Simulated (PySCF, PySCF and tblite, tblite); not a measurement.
**C6H8O3: a path driven as rotation about a bond, and NMR exchange**

How fast is rotation about a bond in C6H8O3 (`C=C/C(O)=C/C(=O)OC`), and when do the exchanging lines merge?

Programs: PySCF 2.14.0 with density-fitted response routines of our own, and tblite 0.8.0. All values are computed, except where a source is named. Atoms count from 0 throughout.

## 1. The molecule as given

17 atoms, charge 0, multiplicity 1; geometry from: force field or distance geometry start.

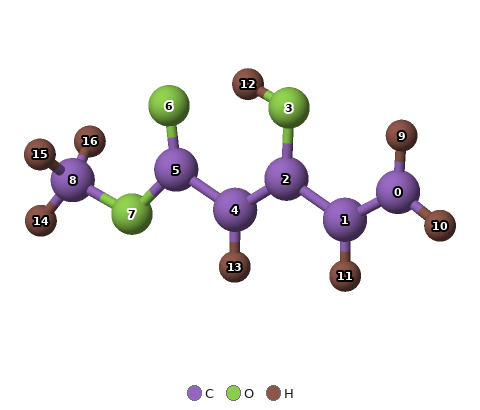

The starting geometry (carbon purple, oxygen green, hydrogen brown), atoms numbered.

## 2. GFN2-xTB relaxation, start minimum

What the job is given:

```
{"job": {"xc": "GFN2-xTB", "basis": "xTB", "kind": "relax"}, "charge": 0, "multiplicity": 1}
C     -3.541100    -0.985300    -0.180600
C     -2.379900    -0.554200    -0.675200
C     -1.165600    -0.347800     0.123100
O     -1.313100    -0.606200     1.458200
C     -0.033800     0.081400    -0.435500
C      1.181300     0.300800     0.349700
O      1.259600     0.120100     1.554700
O      2.180600     0.732900    -0.464500
C      3.417700     0.970600     0.200200
H     -3.690700    -1.203100     0.879500
H     -4.407700    -1.121200    -0.834400
H     -2.313700    -0.361100    -1.731400
H     -0.461100    -0.439800     1.922700
H      0.043600     0.284300    -1.507300
H      4.135300     1.320000    -0.543900
H      3.291200     1.763000     0.961600
H      3.790500     0.057700     0.661600
```

The run is started by

```console
> OMP_NUM_THREADS=1 python ens_run.py task.json out
```

This one command runs the whole study; its stages follow in the order run.

Standard output:

```text
step      E/eV     max force
  0    -791.58310    2.239
  1    -791.64830    1.403
  2    -791.67361    0.325
  3    -791.68142    0.253
  4    -791.68706    0.266
  5    -791.69280    0.175
  6    -791.69644    0.148
  7    -791.69856    0.107
  8    -791.69966    0.087
  9    -791.70066    0.084
 10    -791.70176    0.090
 11    -791.70275    0.085
 12    -791.70343    0.059
 13    -791.70381    0.044
 14    -791.70407    0.039
 15    -791.70436    0.044
 16    -791.70466    0.049
 17    -791.70499    0.054
 18    -791.70537    0.054
 19    -791.70581    0.059
 20    -791.70632    0.063
 21    -791.70684    0.067
 22    -791.70735    0.068
 23    -791.70787    0.065
 24    -791.70839    0.068
 25    -791.70884    0.054
 26    -791.70916    0.045
 27    -791.70938    0.041
 28    -791.70955    0.032
 29    -791.70968    0.027
 30    -791.70977    0.019
 31    -791.70984    0.019
 32    -791.70989    0.018
 33    -791.70993    0.017
 34    -791.70995    0.014
 35    -791.70997    0.013
 36    -791.71000    0.013
 37    -791.71002    0.013
 38    -791.71003    0.009
 39    -791.71004    0.010
 40    -791.71005    0.008
 41    -791.71006    0.008
 42    -791.71006    0.008
 43    -791.71007    0.008
 44    -791.71008    0.006
 45    -791.71008    0.005
 46    -791.71008    0.005
 47    -791.71009    0.003
 48    -791.71009    0.002
```

Wall time 0.52 s (1 thread of Arm Neoverse N1, shared host).

Relaxing gained 0.127 eV and moved the atoms by 0.07 Å on average (rms).

## 3. Relaxed scan, rotation

What the job is given:

```
{"job": {"xc": "GFN2-xTB", "basis": "xTB", "coordinate": [["t", [2, 4, 5, 6], 0.25], ["t", [2, 4, 5, 7], 0.25], ["t", [13, 4, 5, 6], 0.25], ["t", [13, 4, 5, 7], 0.25]], "kind": "drive"}, "charge": 0, "multiplicity": 1}
C     -3.537355    -0.986100    -0.143524
C     -2.397849    -0.564015    -0.680220
C     -1.186356    -0.343809     0.101010
O     -1.268566    -0.588058     1.404360
C     -0.037719     0.090077    -0.491015
C      1.158482     0.306403     0.286200
O      1.242268     0.126414     1.496608
O      2.194761     0.732335    -0.450086
C      3.404220     0.965074     0.252730
H     -3.607287    -1.185015     0.912434
H     -4.421785    -1.142903    -0.735912
H     -2.310607    -0.359829    -1.737162
H     -0.381671    -0.397598     1.803420
H      0.011342     0.282764    -1.547104
H      4.124224     1.305275    -0.486883
H      3.256801     1.725265     1.023156
H      3.750098     0.045753     0.730726
```

Standard output:

```text
point  coordinate     E/eV
  0     14.300     -791.66936
  1     28.800     -791.56776
  2     43.700     -791.41754
  3     58.900     -791.27608
  4     74.300     -791.16943
  5     89.900     -791.12486
  6    105.500     -791.14759
  7    121.000     -791.23439
  8    135.900     -791.34044
  9    150.700     -791.44045
 10    165.300     -791.49600
 11    179.900     -791.51007
```

Run time: 5.4 s. Hardware: 1 thread of Arm Neoverse N1, shared host.

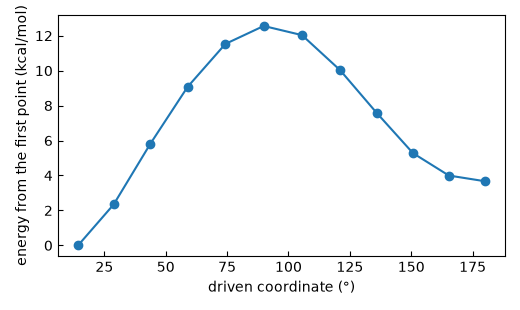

Energy along the scan.

## 4. Nudged elastic band, leg 1

Changed since step 3:

```diff
@@ -1,2 +1,2 @@
-{"job": {"xc": "GFN2-xTB", "basis": "xTB", "coordinate": [["t", [2, 4, 5, 6], 0.25], ["t", [2, 4, 5, 7], 0.25], ["t", [13, 4, 5, 6], 0.25], ["t", [13, 4, 5, 7], 0.25]], "kind": "drive"}, "charge": 0, "multiplicity": 1}
+{"job": {"xc": "GFN2-xTB", "basis": "xTB", "kind": "neb"}, "charge": 0, "multiplicity": 1}
 C     -3.537355    -0.986100    -0.143524
```

Standard output:

```text
image   E - E0 / eV
  0       0.0000
  1       0.0809
  2       0.4130
  3       0.5862
  4       0.4467
  5       0.2489
  6       0.1939
```

It took 4.1 s on 1 thread of Arm Neoverse N1, shared host; peak memory 0.2 GiB.

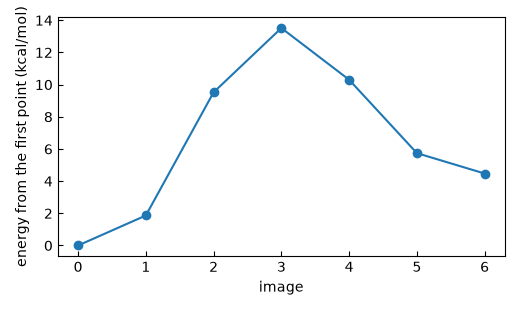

Energy along the band.

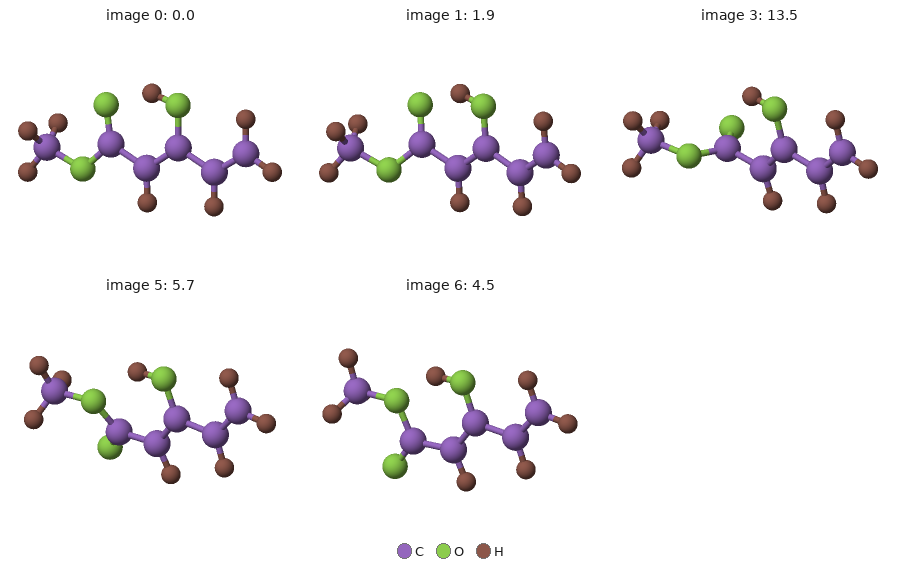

Images along the band, with energies in kcal/mol.

## 5. Saddle search, leg 1

What the job is given:

```
{"job": {"xc": "GFN2-xTB", "basis": "xTB", "kind": "saddle"}, "charge": 0, "multiplicity": 1}
C     -3.522628    -0.592435    -0.129931
C     -2.357924    -0.579144    -0.765418
C     -1.074901    -0.404600    -0.091931
O     -1.156639    -0.199792     1.245455
C      0.083791    -0.451080    -0.765946
C      1.425495    -0.307821    -0.136948
O      2.105413    -1.216548     0.264506
O      1.782903     0.984050    -0.070684
C      3.067441     1.296369     0.454457
H     -3.572238    -0.470387     0.938295
H     -4.452889    -0.726113    -0.654034
H     -2.298793    -0.702435    -1.836811
H     -0.274257    -0.137829     1.629333
H      0.091590    -0.634905    -1.827069
H      3.672539     1.726653    -0.343881
H      2.937852     2.025080     1.254053
H      3.543244     0.390937     0.836555
```

Standard output:

```text
step      E/eV     max force
  0    -791.12392   0.0083
  1    -791.12459   0.0351
  2    -791.12452   0.0103
  3    -791.12461   0.0162
  4    -791.12461   0.0062
  5    -791.12462   0.0000
lowest wavenumbers (cm-1): -98.0 24.0 64.3 92.6 129.8 197.9
```

It took 4.2 s on 1 thread of Arm Neoverse N1, shared host; peak memory 0.2 GiB.

Point group C1; 1 imaginary mode, 98i cm⁻¹, carried by O6, O3, O7. Steps downhill from it reached both ends.

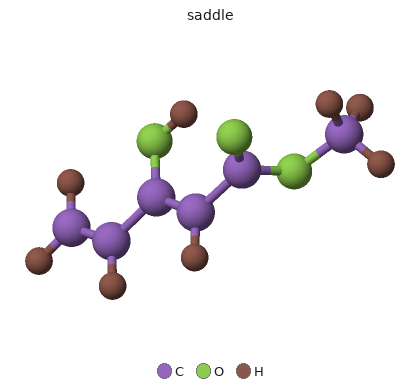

The saddle point.

## 6. Shieldings, start: PBE0/pcSseg-1

What the job is given:

```
{"job": {"kind": "nmr", "xc": "PBE0", "basis": "pcSseg-1", "pop": false}, "charge": 0, "multiplicity": 1}
C     -3.537355    -0.986100    -0.143524
C     -2.397849    -0.564015    -0.680220
C     -1.186356    -0.343809     0.101010
O     -1.268566    -0.588058     1.404360
C     -0.037719     0.090077    -0.491015
C      1.158482     0.306403     0.286200
O      1.242268     0.126414     1.496608
O      2.194761     0.732335    -0.450086
C      3.404220     0.965074     0.252730
H     -3.607287    -1.185015     0.912434
H     -4.421785    -1.142903    -0.735912
H     -2.310607    -0.359829    -1.737162
H     -0.381671    -0.397598     1.803420
H      0.011342     0.282764    -1.547104
H      4.124224     1.305275    -0.486883
H      3.256801     1.725265     1.023156
H      3.750098     0.045753     0.730726
```

Standard output:

```text
coarse grid: 14736 points
cycle   1  E = -458.2935054052  dE =  1.573e+00  |g| = 9.807e-01  |ddm| = 3.791e+00
cycle   2  E = -457.9846671661  dE =  3.088e-01  |g| = 1.629e+00  |ddm| = 1.855e+00
cycle   3  E = -458.4521898898  dE = -4.675e-01  |g| = 2.795e-01  |ddm| = 1.370e+00
cycle   4  E = -458.4672911355  dE = -1.510e-02  |g| = 8.929e-02  |ddm| = 2.613e-01
cycle   5  E = -458.4685808927  dE = -1.290e-03  |g| = 2.609e-02  |ddm| = 6.392e-02
cycle   6  E = -458.4687268558  dE = -1.460e-04  |g| = 5.718e-03  |ddm| = 2.500e-02
cycle   7  E = -458.4687326686  dE = -5.813e-06  |g| = 2.403e-03  |ddm| = 5.751e-03
final grid: 143848 points
cycle   8  E = -458.5522948609  dE = -2.520e-05  |g| = 1.509e-02  |ddm| = 3.694e-02
cycle   9  E = -458.5522264329  dE =  6.843e-05  |g| = 2.421e-02  |ddm| = 2.780e-02
cycle  10  E = -458.5523363522  dE = -1.099e-04  |g| = 2.465e-03  |ddm| = 1.838e-02
cycle  11  E = -458.5523376577  dE = -1.305e-06  |g| = 4.978e-04  |ddm| = 2.050e-03
cycle  12  E = -458.5523376998  dE = -4.214e-08  |g| = 1.895e-04  |ddm| = 4.629e-04
cycle  13  E = -458.5523377064  dE = -6.572e-09  |g| = 6.638e-05  |ddm| = 1.789e-04
cycle  14  E = -458.5523377073  dE = -9.624e-10  |g| = 1.849e-05  |ddm| = 6.573e-05
converged SCF energy = -458.5523377073

GIAO shielding tensors (ppm)
atom      isotropic    diamagn.    paramagn.     s11        s22        s33       span
  0 C       54.306     251.451    -197.145    -64.658     49.626    177.950    242.609
  1 C       47.084     254.941    -207.857    -67.303     64.996    143.559    210.861
  2 C        9.677     253.306    -243.630    -91.730      6.056    114.704    206.433
  3 O      183.221     394.844    -211.623     57.481    160.089    332.093    274.613
  4 C       90.698     258.269    -167.571     16.179    113.096    142.821    126.642
  5 C        5.919     252.883    -246.964    -78.091     19.621     76.225    154.316
  6 O      -27.000     406.656    -433.656   -231.454   -155.532    305.986    537.439
  7 O      150.983     400.383    -249.400    -13.424    224.487    241.884    255.308
  8 C      133.688     241.774    -108.086    104.617    118.714    177.733     73.117
  9 H       25.020      30.591      -5.571     21.737     23.512     29.812      8.075
 10 H       25.699      26.585      -0.886     23.108     25.257     28.730      5.622
 11 H       25.453      31.575      -6.122     23.531     23.589     29.241      5.710
 12 H       19.211      33.717     -14.506      6.374     18.099     33.162     26.788
 13 H       26.673      35.664      -8.991     23.520     25.948     30.551      7.031
 14 H       27.943      26.905       1.038     24.169     26.367     33.292      9.123
 15 H       27.667      27.790      -0.123     23.891     25.686     33.423      9.532
 16 H       27.683      27.818      -0.135     23.903     25.683     33.462      9.559
```

Wall time 50 s (1 thread of Arm Neoverse N1, shared host); peak memory 0.86 GiB.

In short: HOMO -6.92 eV, LUMO -1.72 eV; dipole 1.59 D.

## 7. Shieldings, saddle of leg 1: PBE0/pcSseg-1

What the job is given:

```
{"job": {"kind": "nmr", "xc": "PBE0", "basis": "pcSseg-1", "pop": false}, "charge": 0, "multiplicity": 1}
C     -3.515166    -0.561318    -0.121181
C     -2.354074    -0.590622    -0.762806
C     -1.064897    -0.426907    -0.099141
O     -1.135110    -0.235449     1.241001
C      0.089035    -0.465548    -0.781756
C      1.430089    -0.314496    -0.153157
O      2.118601    -1.217752     0.246070
O      1.772063     0.980971    -0.077125
C      3.046032     1.306246     0.465303
H     -3.555351    -0.413440     0.944140
H     -4.451213    -0.683294    -0.637492
H     -2.303677    -0.738962    -1.831336
H     -0.249467    -0.184311     1.618912
H      0.092421    -0.637271    -1.844692
H      3.668468     1.718386    -0.329411
H      2.897830     2.053236     1.244454
H      3.514417     0.410530     0.878217
```

Standard output:

```text
coarse grid: 14736 points
cycle   1  E = -458.2413950323  dE =  1.559e+00  |g| = 1.021e+00  |ddm| = 3.764e+00
cycle   2  E = -457.8511798190  dE =  3.902e-01  |g| = 1.782e+00  |ddm| = 2.031e+00
cycle   3  E = -458.4122602544  dE = -5.611e-01  |g| = 3.376e-01  |ddm| = 1.497e+00
cycle   4  E = -458.4337219222  dE = -2.146e-02  |g| = 9.942e-02  |ddm| = 2.822e-01
cycle   5  E = -458.4353002951  dE = -1.578e-03  |g| = 2.797e-02  |ddm| = 6.556e-02
cycle   6  E = -458.4354637306  dE = -1.634e-04  |g| = 7.751e-03  |ddm| = 2.597e-02
cycle   7  E = -458.4354741017  dE = -1.037e-05  |g| = 3.651e-03  |ddm| = 8.134e-03
cycle   8  E = -458.4354774454  dE = -3.344e-06  |g| = 6.876e-04  |ddm| = 3.400e-03
final grid: 143848 points
cycle   9  E = -458.5203638000  dE = -2.967e-05  |g| = 1.426e-02  |ddm| = 3.459e-02
cycle  10  E = -458.5203169817  dE =  4.682e-05  |g| = 2.164e-02  |ddm| = 2.290e-02
cycle  11  E = -458.5203999982  dE = -8.302e-05  |g| = 2.873e-03  |ddm| = 1.496e-02
cycle  12  E = -458.5204016133  dE = -1.615e-06  |g| = 5.443e-04  |ddm| = 2.129e-03
cycle  13  E = -458.5204016672  dE = -5.390e-08  |g| = 1.561e-04  |ddm| = 4.495e-04
cycle  14  E = -458.5204016715  dE = -4.264e-09  |g| = 6.109e-05  |ddm| = 1.416e-04
cycle  15  E = -458.5204016723  dE = -8.534e-10  |g| = 1.625e-05  |ddm| = 6.263e-05
converged SCF energy = -458.5204016723

GIAO shielding tensors (ppm)
atom      isotropic    diamagn.    paramagn.     s11        s22        s33       span
  0 C       60.770     251.667    -190.898    -54.293     60.112    176.491    230.784
  1 C       48.367     255.200    -206.833    -66.241     66.293    145.050    211.292
  2 C       27.032     251.218    -224.186    -72.592     35.769    117.918    190.511
  3 O      216.107     394.161    -178.053    148.668    227.691    271.963    123.295
  4 C       83.055     259.652    -176.597      6.839    108.914    133.413    126.574
  5 C       13.219     254.838    -241.618    -89.503     56.393     72.768    162.271
  6 O     -124.212     402.108    -526.320   -438.121   -250.836    316.322    754.442
  7 O      132.081     404.314    -272.232    -59.768    218.798    237.214    296.981
  8 C      136.616     242.607    -105.991     97.787    128.253    183.808     86.020
  9 H       25.456      31.025      -5.569     22.142     23.888     30.338      8.196
 10 H       25.995      26.535      -0.539     23.444     25.454     29.088      5.644
 11 H       25.501      30.857      -5.356     23.589     23.844     29.070      5.481
 12 H       27.291      36.058      -8.767     19.794     27.083     34.996     15.202
 13 H       26.717      33.758      -7.040     24.972     26.398     28.782      3.810
 14 H       28.283      27.022       1.261     23.583     26.430     34.836     11.253
 15 H       28.230      28.515      -0.284     23.725     26.807     34.160     10.435
 16 H       26.194      28.367      -2.173     22.664     25.940     29.978      7.314
```

It took 50 s on 1 thread of Arm Neoverse N1, shared host; peak memory 0.89 GiB.

This run: HOMO -6.70 eV, LUMO -0.93 eV; dipole 1.83 D.

## 8. Shieldings, end: PBE0/pcSseg-1

What the job is given:

```
{"job": {"kind": "nmr", "xc": "PBE0", "basis": "pcSseg-1", "pop": false}, "charge": 0, "multiplicity": 1}
C     -3.458570    -0.515832     0.051365
C     -2.308525    -0.802951    -0.548431
C     -1.020915    -0.290459    -0.092445
O     -1.070110     0.492148     0.990645
C      0.117160    -0.614391    -0.757442
C      1.471180    -0.193355    -0.448195
O      2.451512    -0.511421    -1.076438
O      1.561070     0.623236     0.648965
C      2.869610     1.058965     0.983000
H     -3.486574     0.120722     0.919226
H     -4.396203    -0.905192    -0.304566
H     -2.271715    -1.440019    -1.419364
H     -0.169453     0.783576     1.215112
H      0.053977    -1.254697    -1.622100
H      3.309274     1.609219     0.148999
H      2.762670     1.702032     1.853078
H      3.506210     0.202634     1.213505
```

Standard output:

```text
coarse grid: 14736 points
cycle   1  E = -458.2736995055  dE =  1.560e+00  |g| = 1.004e+00  |ddm| = 3.804e+00
cycle   2  E = -457.8627622020  dE =  4.109e-01  |g| = 1.785e+00  |ddm| = 2.325e+00
cycle   3  E = -458.4401530818  dE = -5.774e-01  |g| = 3.252e-01  |ddm| = 1.805e+00
cycle   4  E = -458.4596544981  dE = -1.950e-02  |g| = 9.294e-02  |ddm| = 2.896e-01
cycle   5  E = -458.4609108132  dE = -1.256e-03  |g| = 3.232e-02  |ddm| = 6.946e-02
cycle   6  E = -458.4611336688  dE = -2.229e-04  |g| = 8.671e-03  |ddm| = 3.134e-02
cycle   7  E = -458.4611489259  dE = -1.526e-05  |g| = 3.563e-03  |ddm| = 9.579e-03
cycle   8  E = -458.4611520090  dE = -3.083e-06  |g| = 8.079e-04  |ddm| = 3.203e-03
final grid: 143848 points
cycle   9  E = -458.5449800644  dE = -2.635e-05  |g| = 1.510e-02  |ddm| = 3.864e-02
cycle  10  E = -458.5449231447  dE =  5.692e-05  |g| = 2.332e-02  |ddm| = 2.697e-02
cycle  11  E = -458.5450212789  dE = -9.813e-05  |g| = 2.627e-03  |ddm| = 1.794e-02
cycle  12  E = -458.5450225524  dE = -1.273e-06  |g| = 5.356e-04  |ddm| = 2.067e-03
cycle  13  E = -458.5450226033  dE = -5.089e-08  |g| = 1.654e-04  |ddm| = 4.844e-04
cycle  14  E = -458.5450226083  dE = -5.041e-09  |g| = 5.621e-05  |ddm| = 1.540e-04
cycle  15  E = -458.5450226091  dE = -7.457e-10  |g| = 1.679e-05  |ddm| = 6.269e-05
converged SCF energy = -458.5450226091

GIAO shielding tensors (ppm)
atom      isotropic    diamagn.    paramagn.     s11        s22        s33       span
  0 C       55.432     251.958    -196.526    -61.579     50.806    177.068    238.647
  1 C       46.705     255.365    -208.660    -67.086     64.248    142.954    210.039
  2 C       15.683     252.301    -236.618    -86.065     15.699    117.416    203.481
  3 O      187.494     395.790    -208.296     86.295    171.006    305.182    218.887
  4 C       87.083     256.548    -169.465     22.814    107.768    130.666    107.852
  5 C       14.935     250.815    -235.880    -82.200     59.059     67.946    150.146
  6 O     -103.244     401.806    -505.049   -369.343   -221.082    280.693    650.036
  7 O      165.101     407.025    -241.923     -6.185    218.952    282.538    288.723
  8 C      134.014     240.977    -106.963    102.985    121.116    177.939     74.955
  9 H       25.175      31.173      -5.998     21.931     23.651     29.943      8.012
 10 H       25.775      26.480      -0.704     23.306     25.229     28.791      5.485
 11 H       25.416      30.918      -5.502     23.438     23.646     29.166      5.727
 12 H       22.700      35.424     -12.724     11.402     21.357     35.341     23.939
 13 H       26.735      33.887      -7.152     23.019     26.880     30.306      7.287
 14 H       27.602      27.722      -0.120     23.749     25.307     33.749     10.000
 15 H       27.961      28.348      -0.387     24.040     26.564     33.279      9.238
 16 H       27.656      27.588       0.068     23.765     25.329     33.874     10.110
```

Wall time 49 s (1 thread of Arm Neoverse N1, shared host); peak memory 0.86 GiB.

In short: HOMO -6.96 eV, LUMO -1.71 eV; dipole 2.10 D.

(Part 1 of 2 ends here.)
